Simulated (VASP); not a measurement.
Band structure of BeS (zinc blende). Level of theory: SCAN meta-GGA, VASP's PBE PAW potentials (set 64) (plane waves; VASP).

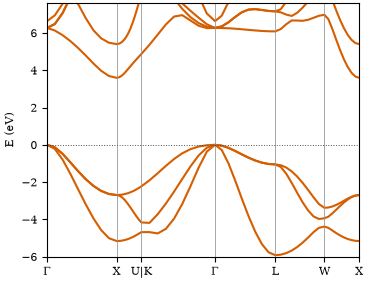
Bands along high-symmetry lines, zero at the valence-band maximum or, without a gap, the Fermi level

### Question
Read the plot: is there a gap, and where are the band edges?

### Answer
The gap is indirect, 3.59 eV, from the valence maximum at Γ to the conduction minimum at X.

The compound is BeS in the zinc blende structure. It was relaxed first.
